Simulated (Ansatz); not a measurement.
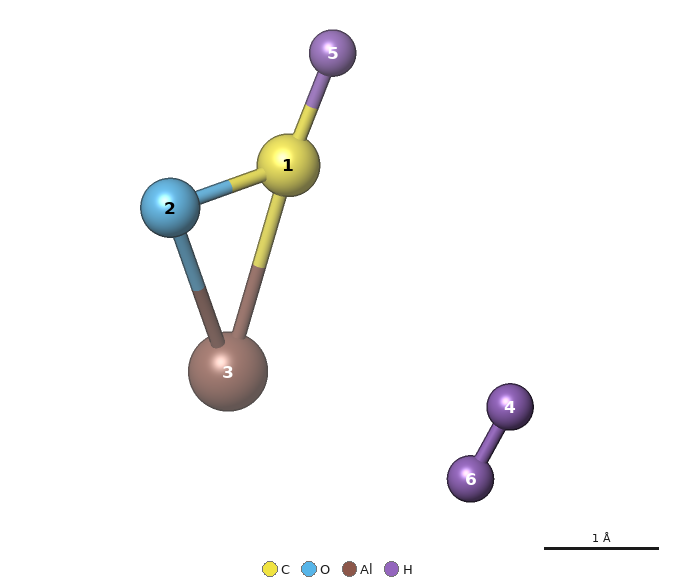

Orthographic view. Distant atoms are faded towards the background colour. Computed geometry: PBE0-D4/def2-TZVP optimisation. No frequency run is at hand to confirm it as a minimum.

List all interatomic distances (Å) as a matrix.

| atom | C1 | O2 | Al3 | H4 | H5 | H6 |
| --- | --- | --- | --- | --- | --- | --- |
| C1 | 0.00 |  |  |  |  |  |
| O2 | 1.25 | 0.00 |  |  |  |  |
| Al3 | 2.03 | 2.01 | 0.00 |  |  |  |
| H4 | 3.37 | 3.66 | 3.51 | 0.00 |  |  |
| H5 | 1.11 | 1.99 | 3.13 | 3.77 | 0.00 |  |
| H6 | 3.55 | 3.70 | 3.26 | 0.75 | 4.13 | 0.00 |
